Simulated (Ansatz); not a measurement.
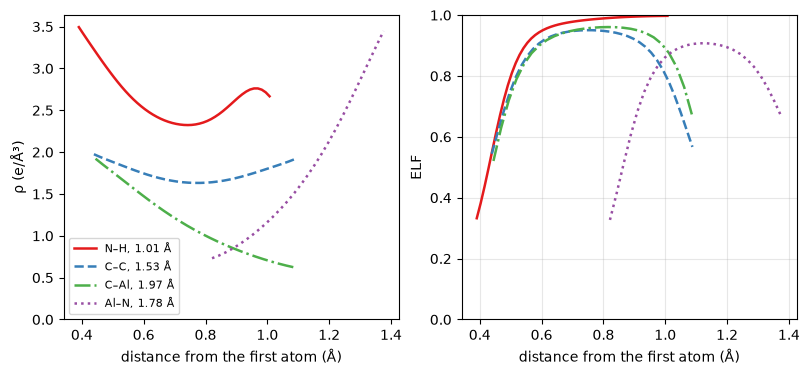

*C₆H₁₆AlN (SMILES C[CH](C)[Al]([NH2])[CH](C)C). Electron density and electron localisation function along straight lines between neighbouring atoms. The curves leave out the atomic cores.*

Geometry: PBE0-D4/def2-TZVP.

All numbers below come from RKS PBE0-D4/def2-TZVPP in Ansatz.

```xyz
24

C     2.0842    1.2662   -1.5165
C     1.4716    0.3227   -0.4843
C     2.2081    0.4371    0.8538
Al   -0.4726    0.5842   -0.2579
N    -1.1929    2.0669   -0.9174
C    -1.6669   -0.7224    0.6167
C    -2.2033   -1.7139   -0.4205
C    -1.0091   -1.4700    1.7747
H     3.1604    1.0875   -1.6367
H     1.6238    1.1611   -2.5030
H     1.9714    2.3135   -1.2161
H     1.6071   -0.7080   -0.8440
H     1.8345   -0.2706    1.5992
H     2.1120    1.4413    1.2810
H     3.2826    0.2477    0.7356
H    -0.6918    2.7710   -1.4347
H    -2.1629    2.3259   -0.8377
H    -2.5235   -0.1609    1.0142
H    -2.8909   -2.4375    0.0361
H    -1.3954   -2.2969   -0.8773
H    -2.7453   -1.2182   -1.2316
H    -0.1256   -2.0262    1.4434
H    -0.6860   -0.7989    2.5760
H    -1.6946   -2.2022    2.2203
```

**What can be read from the curves?**

N–H (1.01 Å): ρ is about 2.9 e/Å³ halfway; the ELF climbs to about 1 towards the hydrogen, as it does in any bond to H: a covalent bond by its length.
C–C (1.53 Å): ρ at the midpoint is about 1.6 e/Å³; the ELF peaks at about 0.95 between the atoms, as expected for a shared electron pair.
C–Al (1.97 Å): the density is about 0.72 e/Å³ at the midpoint; the ELF peaks at about 0.95 between the atoms (a shared but strongly polarised pair).
Al–N (1.78 Å): ρ at the midpoint is about 0.85 e/Å³; the ELF peaks at about 0.90 in the valence shell of N, 0.6 Å from its nucleus, and is about 0.60 at the midpoint.
